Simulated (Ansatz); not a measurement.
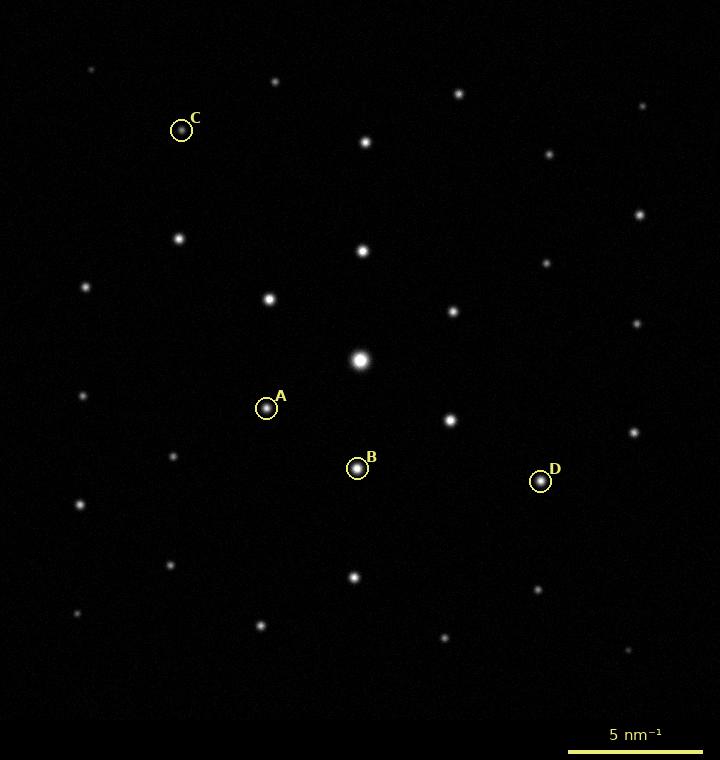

The pattern is a kinematic simulation for 200 kV electrons (no multiple scattering; isotropic B = 0.8 Å²). The zone axis points towards the electron source and the pattern is seen from the source side.

Crystal: Ti, space group P6_3/mmc (No. 194), a = 2.931 Å, c = 9.371 Å (hexagonal axes). Structure: the input geometry of an electronic-structure calculation (not necessarily at equilibrium); the starting structure was generated, so it need not be a known form of this composition.

Spot A is indexed 0 -1 0 and spot B 1 -1 -1.

> Index the other marked spots.

C = 2A − 3B = -3 1 3 (d = 0.917 Å). D = −2A + 2B = 2 0 -2 (d = 1.225 Å).

> Find the zone axis.

The cross product of A and B is parallel to [101]; every spot obeys hu + kv + lw = 0.

> What are the spacings of A and B and the angle between them?

d(A) = 2.538 Å, d(B) = 2.450 Å, and the angle is 61.1°.
